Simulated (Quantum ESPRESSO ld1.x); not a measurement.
Atomic calculation for Mg⁺

System: the magnesium ion Mg⁺ in the configuration [Ne] 3s0.5 3p0.5.
Method: scalar-relativistic Kohn-Sham, PW91, spin-unpolarised, spherical densities, point nucleus (Quantum ESPRESSO ld1.x 7.5).

### Results in brief

- outcome: converged
- total energy: −200.011643 hartree
- kinetic energy: 200.250061 hartree
- electron–nucleus energy: −475.880684 hartree
- Hartree energy: 91.853513 hartree
- exchange–correlation energy: −16.234534 hartree
- radius at density 0.001 e/bohr³: 3.96 bohr
- SCF iterations: 26
- hardware: 1 CPU thread, shared host
- wall time: 0.62 s

### The input
```
 &input
    zed=12.0,
    iswitch=1,
    rel=1,
    dft='PW91',
    config='[Ne] 3s0.5 3p0.5',
    verbosity='high',
    prefix='ld1',
    max_out_wfc=37,
    file_charge='ld1.rho',
 /
```

### Output
```
     Program LD1 v.7.5 starts

     --------------------------- All-electron run ----------------------------

     scalar relativistic calculation

     atomic number is 12.00
     dft =PW91   lsd =0 sic =0 latt =0  beta=0.20 tr2=1.0E-14
     Exchange-correlation= PW91
                           (   1   4   2   2   0   0   0)
     mesh =1887 r(mesh) =  99.79253 a.u. xmin = -8.00 dx = 0.00800
     1 Ry =  13.60569312 eV, c = 137.03599908

     n l     nl                  e(Ry)          e(Ha)          e(eV)
     1 0     1S 1( 2.00)     -93.378973656     -46.689486828  -1270.4856597
     2 0     2S 1( 2.00)      -6.608892703      -3.304446352    -89.9185660
     2 1     2P 1( 6.00)      -4.170781073      -2.085390536    -56.7463674
     3 0     3S 1( 0.50)      -0.868514828      -0.434257414    -11.8167462
     3 1     3P 1( 0.50)      -0.548347899      -0.274173950     -7.4606532

     final scf error:  3.2E-15 reached in  26 iterations

     Etot =    -400.023287 Ry,    -200.011644 Ha,   -5442.594087 eV

     Ekin =     400.500123 Ry,     200.250061 Ha,    5449.081766 eV
     Encl =    -951.761369 Ry,    -475.880685 Ha,  -12949.373115 eV
     Eh   =     183.707026 Ry,      91.853513 Ha,    2499.461417 eV
     Exc  =     -32.469067 Ry,     -16.234533 Ha,    -441.764156 eV

     normalization and overlap integrals

     s(1S/1S) =  1.000000  <r> =   0.1306  <r2> =    0.0230  r(max) =   0.0854
     s(1S/2S) = -0.000545
     s(1S/3S) = -0.000139
     s(2S/2S) =  1.000000  <r> =   0.6963  <r2> =    0.5837  r(max) =   0.5461
     s(2S/3S) = -0.000066
     s(2P/2P) =  1.000000  <r> =   0.6864  <r2> =    0.6044  r(max) =   0.4767
     s(2P/3P) = -0.000044
     s(3S/3S) =  1.000000  <r> =   2.7819  <r2> =    8.9365  r(max) =   2.3610
     s(3P/3P) =  1.000000  <r> =   3.4845  <r2> =   14.1344  r(max) =   2.9303

     ------------------------ End of All-electron run ------------------------
```

### Slater integrals of the outer shells (hartree)

```tsv
integral	value
F0(3p,3p)	0.2593
F2(3p,3p)	0.1328
F0(3p,3s)	0.2860
G1(3p,3s)	0.1831
F0(3p,2p)	0.3522
F2(3p,2p)	0.0453
G0(3p,2p)	0.0190
G2(3p,2p)	0.0175
```

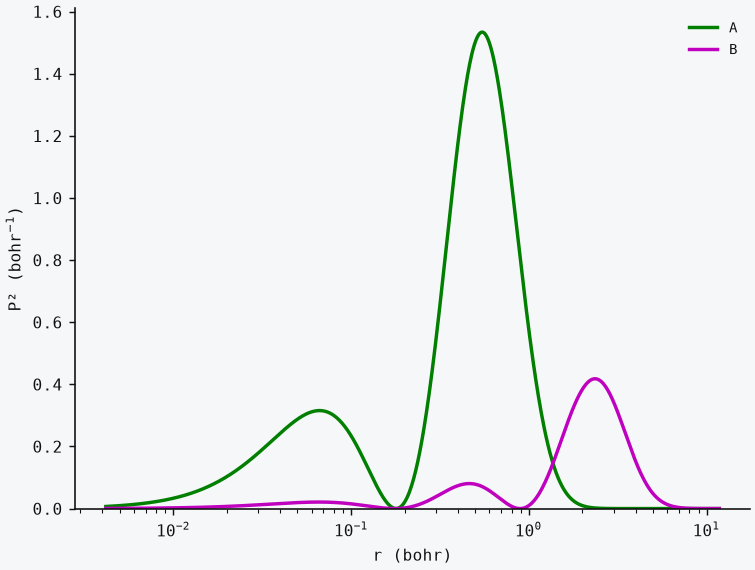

*The radial probability densities P² of 3s and 2s.*

A is 2s; B is 3s. 2s: outer maximum at 0.546 bohr, ⟨r⟩ = 0.696 bohr, 1 node, eigenvalue −89.9 eV; 3s: outer maximum at 2.36 bohr, ⟨r⟩ = 2.78 bohr, 2 nodes, eigenvalue −11.8 eV.

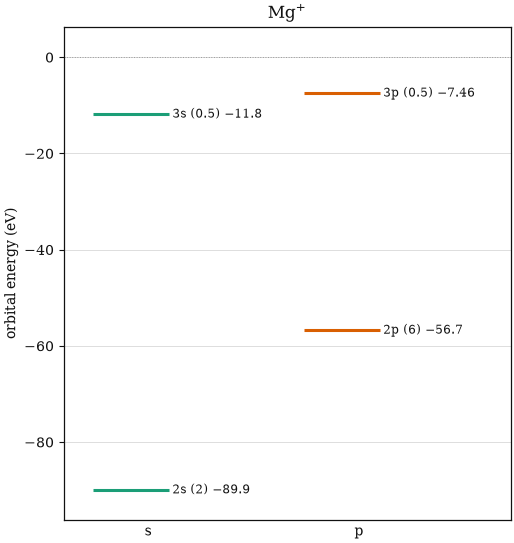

*The outer levels are drawn (occupations in brackets).*

The highest occupied level is 3p at −7.46 eV. From the top down the occupied levels run 3p (−7.46 eV), 3s (−11.8 eV), 2p (−56.7 eV), 2s (−89.9 eV).

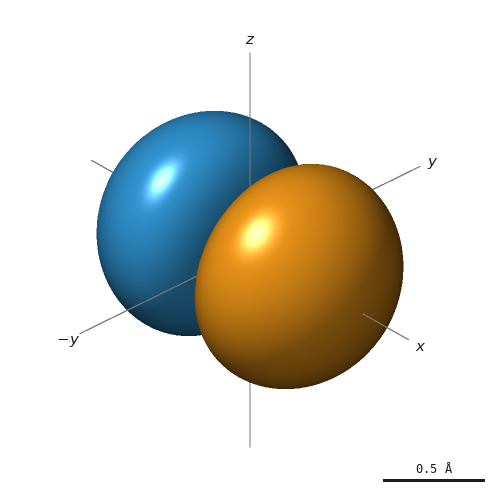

*One occupied orbital is shown. The surface of constant |ψ| that holds about 95 % of the electron is drawn, orange where ψ is positive and blue where it is negative. The radial function comes from the spherical calculation and is multiplied by a real spherical harmonic; the overall sign is chosen so that the largest lobe of P(r) is positive; at the scalar-relativistic level it is the large component.*

It is 2p(x). It has the nodal plane yz and no radial node. The maximum of P² lies at 0.477 bohr, ⟨r⟩ = 0.686 bohr, 90 % of the charge lies within 1.17 bohr, and the eigenvalue is −56.7 eV, with 6 electrons in the shell.
